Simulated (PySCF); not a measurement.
# C3H7AlN2O: runs on many settings, part 2 of 2

PySCF 2.14.0. Atoms count from 0.

## (5) NMR shieldings: HCTH407/pcSseg-1

Job settings and geometry (Å):

```
{"job": {"kind": "nmr", "xc": "HCTH407", "basis": "pcSseg-1", "pop": true, "scf": {"guess": "huckel"}}, "charge": 0, "multiplicity": 1}
N     -1.461587     0.300645     0.399285
C     -1.516948    -0.986724     0.049870
O     -2.349112    -1.777392     0.404175
C     -0.400979    -1.429227    -0.961476
C      0.818186    -0.791085    -0.648179
N      1.749811    -0.201556    -0.315392
Al     1.818388     1.578831     0.589944
H     -0.706063     0.929129     0.150872
H     -2.133367     0.629535     1.076010
H     -0.729648    -1.145546    -1.965019
H     -0.313074    -2.517027    -0.910220
H      1.170572     1.109510     1.947440
H      0.750161     2.283483    -0.370015
H      3.302982     2.016951     0.520581
```

With the program's defaults for keys left out, this is: GIAO HCTH407/pcSseg-1 NMR shielding, non-relativistic, gas phase.

Standard output:

```text
final grid: 116312 points
cycle   1  E = -524.3052301470  dE =  1.788e+01  |g| = 8.741e+00  |ddm| = 1.174e+01
cycle   2  E = -465.9599490370  dE =  5.835e+01  |g| = 9.446e+00  |ddm| = 2.353e+01
cycle   3  E = -512.2505858262  dE = -4.629e+01  |g| = 7.588e+00  |ddm| = 2.934e+01
cycle   4  E = -530.6563338599  dE = -1.841e+01  |g| = 6.452e+00  |ddm| = 2.504e+01
cycle   5  E = -541.6396415525  dE = -1.098e+01  |g| = 3.129e+00  |ddm| = 1.594e+01
cycle   6  E = -544.8970600473  dE = -3.257e+00  |g| = 1.653e+00  |ddm| = 3.917e+00
cycle   7  E = -545.2582654914  dE = -3.612e-01  |g| = 1.232e+00  |ddm| = 1.843e+00
cycle   8  E = -545.5037752560  dE = -2.455e-01  |g| = 6.492e-01  |ddm| = 1.293e+00
cycle   9  E = -545.5898437955  dE = -8.607e-02  |g| = 3.022e-01  |ddm| = 6.461e-01
cycle  10  E = -545.6074609624  dE = -1.762e-02  |g| = 9.435e-02  |ddm| = 2.111e-01
cycle  11  E = -545.6087896247  dE = -1.329e-03  |g| = 5.597e-02  |ddm| = 1.004e-01
cycle  12  E = -545.6093916792  dE = -6.021e-04  |g| = 1.472e-02  |ddm| = 4.445e-02
cycle  13  E = -545.6094441328  dE = -5.245e-05  |g| = 3.514e-03  |ddm| = 1.358e-02
cycle  14  E = -545.6094469088  dE = -2.776e-06  |g| = 1.338e-03  |ddm| = 5.273e-03
cycle  15  E = -545.6094473124  dE = -4.036e-07  |g| = 2.866e-04  |ddm| = 1.338e-03
cycle  16  E = -545.6094473320  dE = -1.964e-08  |g| = 7.092e-05  |ddm| = 2.999e-04
cycle  17  E = -545.6094473328  dE = -7.994e-10  |g| = 3.821e-05  |ddm| = 7.946e-05
cycle  18  E = -545.6094473332  dE = -3.574e-10  |g| = 9.248e-06  |ddm| = 3.759e-05
converged SCF energy = -545.6094473332

GIAO shielding tensors (ppm)
atom      isotropic    diamagn.    paramagn.     s11        s22        s33       span
  0 N      137.701     326.424    -188.723     54.178    154.977    203.948    149.770
  1 C       34.686     246.500    -211.813    -59.812     77.956     85.916    145.728
  2 O      -80.617     395.357    -475.975   -318.414   -157.681    234.243    552.657
  3 C      159.193     255.180     -95.987    132.666    165.909    179.005     46.338
  4 C       51.525     270.289    -218.763    -61.059    -44.980    260.614    321.673
  5 N       23.263     337.146    -313.883   -117.238    -83.937    270.963    388.202
  6 Al     436.853     797.520    -360.667    404.446    439.828    466.285     61.839
  7 H       24.749      35.476     -10.726     19.516     23.073     31.659     12.142
  8 H       26.583      31.405      -4.822     22.625     23.491     33.633     11.008
  9 H       27.970      28.633      -0.663     25.169     26.516     32.227      7.058
 10 H       28.537      28.173       0.364     24.447     27.492     33.671      9.224
 11 H       27.305      31.427      -4.122     24.485     27.161     30.269      5.783
 12 H       27.373      31.459      -4.086     24.775     27.548     29.796      5.020
 13 H       27.950      29.809      -1.859     24.887     26.135     32.828      7.940
```

It took 29 s on 1 thread of Intel Xeon 6975P-C, shared host; peak memory 0.64 GiB.

Shifts follow as δ = σ(reference) − σ, with reference shieldings (ppm) from runs at the same level and on the same kind of geometry: ¹H TMS 31.67, ¹³C TMS 183.6, ¹⁵N NH3 266.2, ¹⁷O H2O 334.2. The references are single molecules in the gas phase, so shifts against H2O, NH3, PH3, H3PO4 or CFCl3 are not on the usual liquid scales and can be off by tens of ppm. Atoms listed in one row are averaged.

| atoms | environment | σ (ppm) | δ (ppm) |
| --- | --- | --- | --- |
| C1 | amide carbonyl carbon | 34.7 | 149.0 |
| C4 | nitrilium-type carbon | 51.5 | 132.1 |
| C3 | sp3 CH2 α to a carbonyl | 159.2 | 24.4 |
| H7 | hydrogen on an amide-type nitrogen | 24.75 | 6.92 |
| H8 | hydrogen on an amide-type nitrogen | 26.58 | 5.09 |
| H11, H12, H13 | hydrogen on an aluminium bonded to N | 27.54 | 4.13 |
| H9, H10 | hydrogen on an sp3 CH2 α to a carbonyl | 28.25 | 3.42 |
| N5 | donor nitrogen of a Lewis adduct | 23.3 | 242.9 |
| N0 | amide-type nitrogen | 137.7 | 128.5 |
| O2 | amide-type carbonyl oxygen | -80.6 | 414.8 |
| Al6 | aluminium bonded to N, 3 H | 436.9 | – |

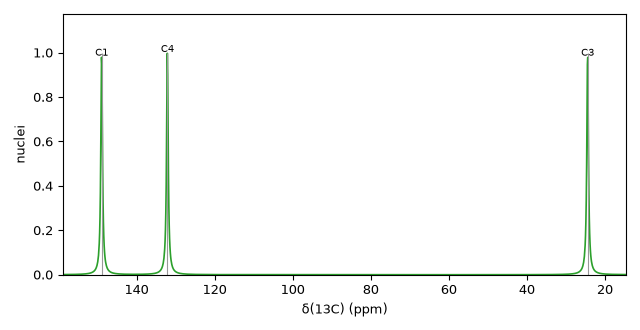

¹³C lines at the computed shifts, without couplings. Lines are broadened to a width of 0.50 ppm (Lorentzian).

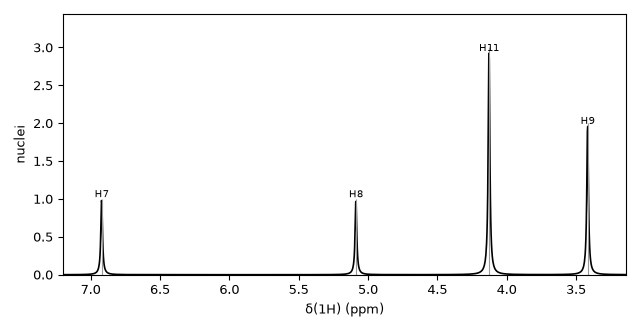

¹H lines at the computed shifts, without couplings. Lines are broadened to a width of 0.01 ppm (Lorentzian).

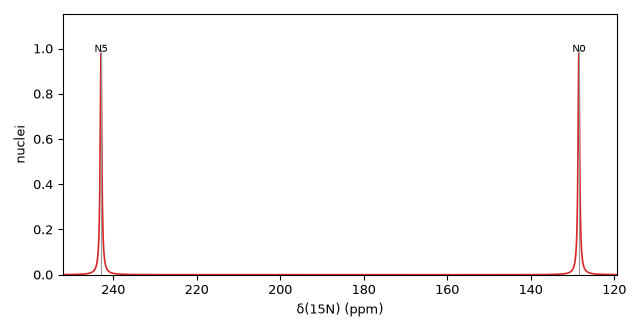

¹⁵N lines at the computed shifts, without couplings. Lines are broadened to a width of 0.46 ppm (Lorentzian).

The run also stored atomic charges by several schemes (e):

| atoms | Mulliken | IAO | Hirshfeld | ESP fit |
| --- | --- | --- | --- | --- |
| N0 | -0.31 | -0.46 | -0.12 | -0.88 |
| C1 | 0.35 | 0.43 | 0.18 | 0.83 |
| O2 | -0.36 | -0.44 | -0.25 | -0.53 |
| C3 | -0.12 | -0.37 | -0.03 | -0.56 |
| C4 | 0.29 | 0.26 | 0.17 | 0.46 |
| N5 | -0.44 | -0.20 | -0.10 | -0.35 |
| Al6 | 0.56 | 0.45 | 0.30 | 0.74 |

ESP fit charges:

N0 -0.88; C1 0.83; O2 -0.53; C3 -0.56; C4 0.46; N5 -0.35; Al6 0.74; H7 0.40; H8 0.40; H9 0.22; H10 0.22; H11 -0.32; H12 -0.34; H13 -0.30

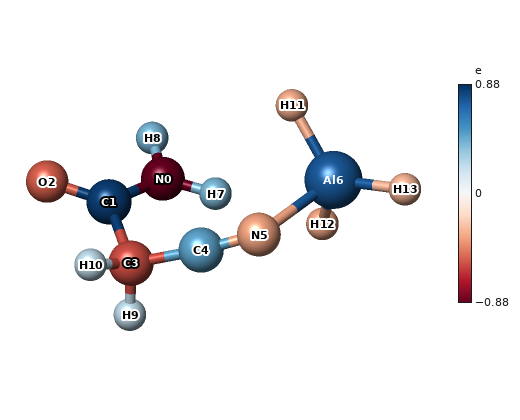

ESP fit charges, as colours on the atoms.

Mayer bond orders: N0–C1 1.28, C1–O2 1.96, C1–C3 0.88, C3–C4 1.09, C4–N5 2.55, N5–Al6 0.38.

## (6) Excited states and response: mPW1PW91/pcSseg-1

Same as in step 5 but for these lines:

```diff
@@ -1,2 +1,2 @@
-{"job": {"kind": "nmr", "xc": "HCTH407", "basis": "pcSseg-1", "pop": true, "scf": {"guess": "huckel"}}, "charge": 0, "multiplicity": 1}
+{"job": {"kind": "uv", "xc": "mPW1PW91", "basis": "pcSseg-1", "nstates": 6, "ntriplets": 5, "tda": false}, "charge": 0, "multiplicity": 1}
 N     -1.461587     0.300645     0.399285
```

Method: TDDFT mPW1PW91/pcSseg-1, vertical, gas phase, core orbitals frozen in the response.

Standard output:

```text
coarse grid: 12432 points
cycle   1  E = -545.3295496930  dE =  1.028e+00  |g| = 9.266e-01  |ddm| = 3.363e+00
cycle   2  E = -544.4981129155  dE =  8.314e-01  |g| = 2.222e+00  |ddm| = 2.988e+00
cycle   3  E = -545.5030414755  dE = -1.005e+00  |g| = 1.756e-01  |ddm| = 2.371e+00
cycle   4  E = -545.5066327575  dE = -3.591e-03  |g| = 1.284e-01  |ddm| = 2.026e-01
cycle   5  E = -545.5096275081  dE = -2.995e-03  |g| = 3.871e-02  |ddm| = 9.270e-02
cycle   6  E = -545.5099048588  dE = -2.774e-04  |g| = 1.492e-02  |ddm| = 2.968e-02
cycle   7  E = -545.5099498734  dE = -4.501e-05  |g| = 3.546e-03  |ddm| = 1.099e-02
cycle   8  E = -545.5099526024  dE = -2.729e-06  |g| = 5.911e-04  |ddm| = 2.903e-03
final grid: 116312 points
cycle   9  E = -545.5578029956  dE = -1.725e-05  |g| = 8.372e-03  |ddm| = 2.421e-02
cycle  10  E = -545.5577634774  dE =  3.952e-05  |g| = 1.672e-02  |ddm| = 1.733e-02
cycle  11  E = -545.5578162590  dE = -5.278e-05  |g| = 1.272e-03  |ddm| = 1.265e-02
cycle  12  E = -545.5578165690  dE = -3.100e-07  |g| = 2.790e-04  |ddm| = 1.010e-03
cycle  13  E = -545.5578165735  dE = -4.498e-09  |g| = 2.402e-04  |ddm| = 2.901e-04
cycle  14  E = -545.5578165859  dE = -1.238e-08  |g| = 3.754e-05  |ddm| = 1.505e-04
cycle  15  E = -545.5578165862  dE = -2.726e-10  |g| = 1.288e-05  |ddm| = 3.207e-05
converged SCF energy = -545.5578165862

Static polarisability (au): isotropic 72.008, principal 55.042 63.045 97.937

Singlet excitations
state   eV       nm        f      main configurations
  1   4.8510    255.6   0.00743   H->L 0.95
  2   5.0820    244.0   0.00357   H-1->L 0.95
  3   5.5175    224.7   0.03568   H->L+1 0.94
  4   5.6212    220.6   0.00492   H-1->L+1 0.96
  5   5.7874    214.2   0.04231   H-2->L 0.79, H-2->L+2 0.14
  6   6.0077    206.4   0.00389   H-3->L 0.95

Triplet excitations (Tamm-Dancoff, eV): 4.6814 4.8795 5.1532 5.3102 5.4549
```

It took 14 s on 1 thread of Intel Xeon 6975P-C, shared host; peak memory 0.82 GiB.

This run: HOMO -7.76 eV, LUMO -1.73 eV; lowest singlet 4.85 eV.

## (7) Side by side: electronic excitations

Excitations and ground-state properties, with basis size and wall time:

| run | lowest singlet (eV) | brightest (eV) | f | gap (eV) | α (Å³) | μ (D) | functions | time |
| --- | --- | --- | --- | --- | --- | --- | --- | --- |
| PBE0/6-31++G** | 4.87 | 4.87 | 0.010 | 6.04 | 11.98 | 3.61 | 172 | 18 s |
| OLYP/def2-SVPD | 3.85 | 3.85 | 0.004 | 3.80 | 13.11 | 3.55 | 203 | 32 s |
| mPW1PW91/pcSseg-1 | 4.85 | 5.79 | 0.042 | 6.03 | 10.67 | 3.73 | 161 | 14 s |

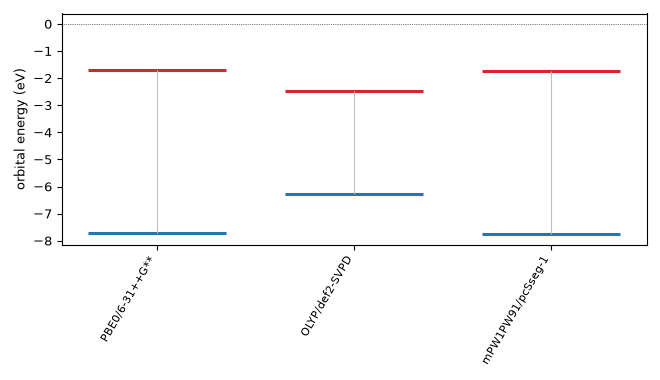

HOMO (blue) and LUMO (red) run by run.

## (8) What came out

The summary covers parts 1 to 2.

| quantity | value |
| --- | --- |
| lowest singlet (PBE0/6-31++G**) | 4.87 eV (255 nm), f = 0.010 |
| lowest triplet | 4.68 eV |
| surface potential, least and greatest | -1.31 V and 2.31 V |
| ¹³C shifts against TMS (HCTH407/pcSseg-1) | 149.0, 132.1, 24.4 ppm |
| ¹H shifts against TMS (HCTH407/pcSseg-1, means over atoms taken as alike) | 6.92, 5.09, 4.13, 3.42 ppm |
| ¹⁵N shifts against NH3 (HCTH407/pcSseg-1) | 242.9, 128.5 ppm |
| ¹⁷O shifts against H2O (HCTH407/pcSseg-1) | 414.8 ppm |
| shieldings of Al (HCTH407/pcSseg-1) | Al6 436.9 ppm |
| range of the lowest singlet | 3.85 to 4.87 eV |
| property runs in this session | 5, of which 1 failed and 0 gave unsound results |

Single values in the summary come from the first run of each kind that ended normally (PBE0/6-31++G**; HCTH407/pcSseg-1), which need not be the best level. The lowest singlet, at 4.87 eV, is HOMO→LUMO 0.95 and is weak. The lowest triplet lies 0.19 eV below the lowest singlet. By nearest atom (PBE0/6-31++G**), the HOMO sits on H11 55 %; H12, H13 about 14 % each and the LUMO on C4 39 %; N5 29 %. At HCTH407/pcSseg-1: Shielding is most anisotropic at O2 (span 553 ppm, paramagnetic term -476 ppm). The lowest singlet runs from 3.85 eV (OLYP/def2-SVPD) to 4.87 eV (PBE0/6-31++G**), while the orbital gap spans 3.80 to 6.04 eV. The lowest state need not be the same one in every run. The runs solved for a few states only, so the brightest column depends on that window.
